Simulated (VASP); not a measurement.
Band structure of TiAl (L1_0). Level of theory: LDA (Ceperley-Alder, Perdew-Zunger), VASP's LDA PAW potentials (set 64) (plane waves; VASP).

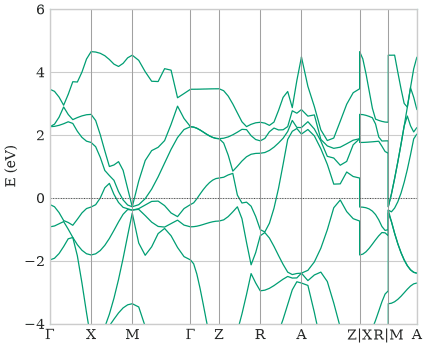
*Bands along high-symmetry lines, zero at the valence-band maximum or, without a gap, the Fermi level*

Read the plot: is there a gap, and where are the band edges?

It has no gap at this level: it comes out as a metal or semimetal. (Edges off the drawn lines would not show.)

The compound is TiAl in the L1_0 structure. It was relaxed first, which changed the volume by -6 %. The electron count is odd and the run is not spin-polarised, which forces a metal.
